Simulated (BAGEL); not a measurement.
**C2H7BO (SMILES CBOC), step by step**

We compute the energy (HF/def2-SVP), then a single-point energy (NEVPT2(2,2)/def2-SVP), then a single-point energy (CASPT2(2,2)/def2-SVP) of C2H7BO. 

The calculation is run with BAGEL 1.2.2.

1 further run of the same task is left out (set aside as unsound or not needed).

**1. Starting point**

The species is C2H7BO (11 atoms), meant as a singlet with charge 0. SMILES: `CBOC`. The C4–H9 distance was set to 2.075 Å, away from the relaxed value. At this shape a bond of the SMILES string is far longer than usual.

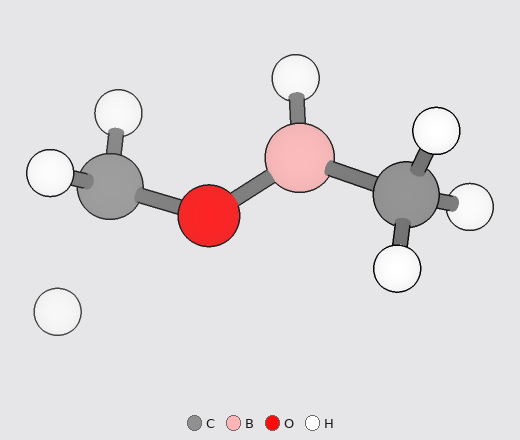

Viewed from a chosen angle; carbon grey, boron pink, oxygen red, hydrogen white.

**2. A single-point energy at HF/def2-SVP (density fitting with svp-jkfit) (run 1)**

File job.json:

```json
{ "bagel" : [

{
  "title" : "molecule",
  "basis" : "svp",
  "df_basis" : "svp-jkfit",
  "angstrom" : false,
  "geometry" : [
    { "atom" : "C", "xyz" : [ -2.45475424,  3.96963240,  0.49109258 ] },
    { "atom" : "B", "xyz" : [ -0.80785792,  1.82479325,  1.66612428 ] },
    { "atom" : "O", "xyz" : [  1.19770842,  0.92944101,  0.37676415 ] },
    { "atom" : "C", "xyz" : [  2.76202370, -1.00299293,  1.33882372 ] },
    { "atom" : "H", "xyz" : [ -1.81186941,  4.56546304, -1.37576786 ] },
    { "atom" : "H", "xyz" : [ -4.42989598,  3.36416415,  0.35333154 ] },
    { "atom" : "H", "xyz" : [ -2.47270663,  5.61917433,  1.74322511 ] },
    { "atom" : "H", "xyz" : [ -1.26895109,  0.92736231,  3.71402048 ] },
    { "atom" : "H", "xyz" : [  2.73329987, -4.03078582, -1.15292191 ] },
    { "atom" : "H", "xyz" : [  2.11838299, -1.63869680,  3.19736936 ] },
    { "atom" : "H", "xyz" : [  4.69407969, -0.29340077,  1.48962386 ] }
  ]
},
{
  "title" : "hf"
},
{
  "title" : "print",
  "file" : "orbitals.molden",
  "orbitals" : true
}

]}
```

Launch:

```console
BAGEL_NUM_THREADS=1 BAGEL job.json > job.out
```

Standard output:

```text
* using 1 threads per process

  ===============================================================
  ===============================================================

  *** Geometry ***

  { "atom" : "C", "xyz" : [     -2.454754,      3.969632,      0.491093 ] },
  { "atom" : "B", "xyz" : [     -0.807858,      1.824793,      1.666124 ] },
  { "atom" : "O", "xyz" : [      1.197708,      0.929441,      0.376764 ] },
  { "atom" : "C", "xyz" : [      2.762024,     -1.002993,      1.338824 ] },
  { "atom" : "H", "xyz" : [     -1.811869,      4.565463,     -1.375768 ] },
  { "atom" : "H", "xyz" : [     -4.429896,      3.364164,      0.353332 ] },
  { "atom" : "H", "xyz" : [     -2.472707,      5.619174,      1.743225 ] },
  { "atom" : "H", "xyz" : [     -1.268951,      0.927362,      3.714020 ] },
  { "atom" : "H", "xyz" : [      2.733300,     -4.030786,     -1.152922 ] },
  { "atom" : "H", "xyz" : [      2.118383,     -1.638697,      3.197369 ] },
  { "atom" : "H", "xyz" : [      4.694080,     -0.293401,      1.489624 ] },

  Number of auxiliary basis functions:      428

  Since a DF basis is specified, we compute 2- and 3-index integrals:
    o Being stored without compression. Storage requirement is 0.028 GB

  Number of basis functions:       91
  Number of electrons      :       32

    * METHOD: MOLECULE                             0.20

  *** RHF ***

  === Nuclear Repulsion ===
   112.0422241415

      * DIIS with orbital gradients will be used.

  === RHF iteration (svp) ===
      0       -178.90209735          0.01700939           0.04
      1       -179.04748896          0.01055702           0.04
      2       -179.10421726          0.00197711           0.04
      3       -179.10716772          0.00071713           0.05
      4       -179.10752341          0.00013301           0.05
      5       -179.10754702          0.00003415           0.05
      6       -179.10754853          0.00001724           0.05
      7       -179.10754880          0.00000400           0.05
      8       -179.10754881          0.00000134           0.05
      9       -179.10754882          0.00000041           0.04
     10       -179.10754882          0.00000012           0.04
     11       -179.10754882          0.00000004           0.04
     12       -179.10754882          0.00000001           0.04
     13       -179.10754882          0.00000001           0.04
    * SCF iteration converged.

    * Permanent dipole moment:
           (   -0.073686,    -0.304836,    -0.699026) a.u.

    * METHOD: HF                                   0.77

    * METHOD: PRINT                                0.02

  ===============================================================
```

Run time: 1.1 s. Hardware: 1 thread of Arm Neoverse V1, shared host; peak memory 0.15 GiB.

**3. The energy at NEVPT2(2,2)/def2-SVP (density fitting with svp-jkfit) (run 2)**

File nevpt2.json:

```json
{ "bagel": [

{
  "title": "molecule",
  "basis": "svp",
  "df_basis": "svp-jkfit",
  "geometry": [
    { "atom": "C", "xyz": [    -2.45475424,     3.96963240,     0.49109258 ] },
    { "atom": "B", "xyz": [    -0.80785792,     1.82479325,     1.66612428 ] },
    { "atom": "O", "xyz": [     1.19770842,     0.92944101,     0.37676415 ] },
    { "atom": "C", "xyz": [     2.76202370,    -1.00299293,     1.33882372 ] },
    { "atom": "H", "xyz": [    -1.81186941,     4.56546304,    -1.37576786 ] },
    { "atom": "H", "xyz": [    -4.42989598,     3.36416415,     0.35333154 ] },
    { "atom": "H", "xyz": [    -2.47270663,     5.61917433,     1.74322511 ] },
    { "atom": "H", "xyz": [    -1.26895109,     0.92736231,     3.71402048 ] },
    { "atom": "H", "xyz": [     2.73329987,    -4.03078582,    -1.15292191 ] },
    { "atom": "H", "xyz": [     2.11838299,    -1.63869680,     3.19736936 ] },
    { "atom": "H", "xyz": [     4.69407969,    -0.29340077,     1.48962386 ] }
  ]
},

{
  "title": "hf"
},

{
  "title": "nevpt2",
  "nstate": 1,
  "nact": 2,
  "nclosed": 15,
  "active": [16, 17],
  "maxiter": 200,
  "natocc": true,
  "ncore": 4
},

{
  "title": "print",
  "file": "orbitals.molden",
  "orbitals": true
}

]}
```

Launch:

```console
BAGEL_NUM_THREADS=1 BAGEL nevpt2.json > nevpt2.out
```

Standard output:

```text
* using 1 threads per process

  ===============================================================
  ===============================================================

  *** Geometry ***

  { "atom" : "C", "xyz" : [     -2.454754,      3.969632,      0.491093 ] },
  { "atom" : "B", "xyz" : [     -0.807858,      1.824793,      1.666124 ] },
  { "atom" : "O", "xyz" : [      1.197708,      0.929441,      0.376764 ] },
[... 7 lines of this table left out ...]
  { "atom" : "H", "xyz" : [      4.694080,     -0.293401,      1.489624 ] },

  Number of auxiliary basis functions:      428

  Since a DF basis is specified, we compute 2- and 3-index integrals:
    o Being stored without compression. Storage requirement is 0.028 GB

  Number of basis functions:       91
  Number of electrons      :       32

    * METHOD: MOLECULE                             0.20

  *** RHF ***

  === Nuclear Repulsion ===
   112.0422241415

      * DIIS with orbital gradients will be used.

  === RHF iteration (svp) ===
      0       -178.90209735          0.01700939           0.05
      1       -179.04748896          0.01055702           0.04
      2       -179.10421726          0.00197711           0.04
[... 10 lines of this table left out ...]
     13       -179.10754882          0.00000001           0.04
    * SCF iteration converged.

    * Permanent dipole moment:
           (   -0.073686,    -0.304836,    -0.699026) a.u.

    * METHOD: HF                                   0.78

    * freezing 4 orbitals
  ---------------------------
      CASSCF calculation
  ---------------------------

    ==== Active orbitals : =====
         Orbital 16
         Orbital 17
    ============================

    * nstate   :      1
    * nclosed  :     15
    * nact     :      2
    * nvirt    :     74
  === CASSCF iteration (svp) ===

    * Using the second-order algorithm

      0  0      -179.14016044     3.75e-03      0.02

      1  0      -179.16518934     1.36e-03      0.25
[... 17 lines of this table left out ...]
     10  0      -179.16668608     8.89e-09      0.22

    * Second-order optimization converged. *

     guess   0:   closed 1.                   open ..

  === FCI iteration ===

      0  0      -179.10182044     8.74e-02      0.00
      1  0      -179.16574848     9.95e-03      0.00
      2  0 *    -179.16668608     3.43e-16      0.00

     * ci vector, state   0, <S^2> = 0.0000
       2.     0.9373206099
       .2    -0.3484681825

  === DF-NEVPT2 calculation ===

    * 3-index integral transformation done
    * assembly done

      NEVPT2 correlation energy:   -0.5331612218      0.24

          (+0)     -0.4837164202
          (+0)'    -0.0105433793
          (+1)     -0.0116284093
          (+1)'    -0.0000000000
          (+2)     -0.0003101881
          (-1)     -0.0245839817
          (-1)'     0.0000000000
          (-2)     -0.0023788432

      NEVPT2 total energy:       -179.6998473054

    * METHOD: NEVPT2                               3.02

    * METHOD: PRINT                                0.02

  ===============================================================
```

It took 4.2 s on 1 thread of Arm Neoverse V1, shared host; peak memory 0.15 GiB.

**4. The energy at CASPT2(2,2)/def2-SVP (density fitting with svp-jkfit) (run 3)**

File input.json:

```json
{ "bagel": [

{
  "title": "molecule",
  "basis": "svp",
  "df_basis": "svp-jkfit",
  "angstrom": "false",
  "geometry": [
    { "atom": "C", "xyz": [    -2.45475424,     3.96963240,     0.49109258 ] },
    { "atom": "B", "xyz": [    -0.80785792,     1.82479325,     1.66612428 ] },
    { "atom": "O", "xyz": [     1.19770842,     0.92944101,     0.37676415 ] },
    { "atom": "C", "xyz": [     2.76202370,    -1.00299293,     1.33882372 ] },
    { "atom": "H", "xyz": [    -1.81186941,     4.56546304,    -1.37576786 ] },
    { "atom": "H", "xyz": [    -4.42989598,     3.36416415,     0.35333154 ] },
    { "atom": "H", "xyz": [    -2.47270663,     5.61917433,     1.74322511 ] },
    { "atom": "H", "xyz": [    -1.26895109,     0.92736231,     3.71402048 ] },
    { "atom": "H", "xyz": [     2.73329987,    -4.03078582,    -1.15292191 ] },
    { "atom": "H", "xyz": [     2.11838299,    -1.63869680,     3.19736936 ] },
    { "atom": "H", "xyz": [     4.69407969,    -0.29340077,     1.48962386 ] }
  ]
},

{ "title": "hf" },

{ "title": "casscf", "nstate": 1, "nact": 2, "nclosed": 15, "active": [16, 17], "maxiter": 200, "natocc": "true" },

{ "title": "print", "file": "orbitals.molden", "orbitals": "true" },

{ "title": "smith", "method": "caspt2", "ms": "true", "xms": "true", "sssr": "true", "shift": 0.2, "shift_imag": "true", "ncore": 4 }

]}
```

Launch:

```console
BAGEL_NUM_THREADS=1 BAGEL input.json > input.out
```

Standard output:

```text
* using 1 threads per process

  ===============================================================
  ===============================================================

  *** Geometry ***

  { "atom" : "C", "xyz" : [     -2.454754,      3.969632,      0.491093 ] },
  { "atom" : "B", "xyz" : [     -0.807858,      1.824793,      1.666124 ] },
  { "atom" : "O", "xyz" : [      1.197708,      0.929441,      0.376764 ] },
[... 7 lines of this table left out ...]
  { "atom" : "H", "xyz" : [      4.694080,     -0.293401,      1.489624 ] },

  Number of auxiliary basis functions:      428

  Since a DF basis is specified, we compute 2- and 3-index integrals:
    o Being stored without compression. Storage requirement is 0.028 GB

  Number of basis functions:       91
  Number of electrons      :       32

    * METHOD: MOLECULE                             0.20

  *** RHF ***

  === Nuclear Repulsion ===
   112.0422241415

      * DIIS with orbital gradients will be used.

[... 6 lines left out ...]
    * SCF iteration converged.
[... 1 line left out ...]
    * Permanent dipole moment:
[... 27 lines left out ...]
    * Second-order optimization converged. *
[... 9 lines left out ...]
     * ci vector, state   0, <S^2> = 0.0000
[... 16 lines left out ...]
    * Zeroth order energy : state  0       -0.5842790074

    * CASPT2 iteration is performed using orthogonal basis

      -------------------------------------------  CASPT2 iteration  ---------------------------------------------------
       #      aibj      arbs      arbi      airj      risj      airs      arst      rist         Etot      error   time
      ------------------------------------------------------------------------------------------------------------------

       0  -0.48208  -0.00295  -0.02597  -0.01250  -0.00046  -0.01028  -0.00000  -0.00000   -0.5342486  0.0006605   0.13
       1  -0.48213  -0.00297  -0.02601  -0.01256  -0.00048  -0.01038  -0.00000  -0.00000   -0.5345128  0.0000816   0.11
       2  -0.48213  -0.00297  -0.02600  -0.01256  -0.00048  -0.01038  -0.00000  -0.00000   -0.5345171  0.0000127   0.11
       3  -0.48213  -0.00297  -0.02600  -0.01256  -0.00048  -0.01038  -0.00000  -0.00000   -0.5345172  0.0000020   0.12
       4  -0.48213  -0.00297  -0.02600  -0.01256  -0.00048  -0.01038   0.00000  -0.00000   -0.5345172  0.0000003   0.12

      ------------------------------------------------------------------------------------------------------------------

    * CASPT2 energy : state  0     -179.7037056030
        w/o shift correction       -179.7012033238
        reference weight              0.8558378283

    * METHOD: SMITH                                0.83

  ===============================================================
```

Wall time 4.8 s (1 thread of Arm Neoverse V1, shared host); peak memory 0.22 GiB.

**5. Outcome**

| quantity | value |
| --- | --- |
| run 1, HF/def2-SVP: total energy | -179.10755 Eh |
| run 1, HF/def2-SVP: dipole moment | 1.95 D |
| run 1, HF/def2-SVP: HOMO energy | -9.79 eV |
| run 1, HF/def2-SVP: LUMO energy | 1.59 eV |
| run 1, HF/def2-SVP: HOMO–LUMO gap | 11.39 eV |
| run 2, NEVPT2(2,2)/def2-SVP: total energy | -179.69985 Eh |
| run 3, CASPT2(2,2)/def2-SVP: total energy | -179.70371 Eh |
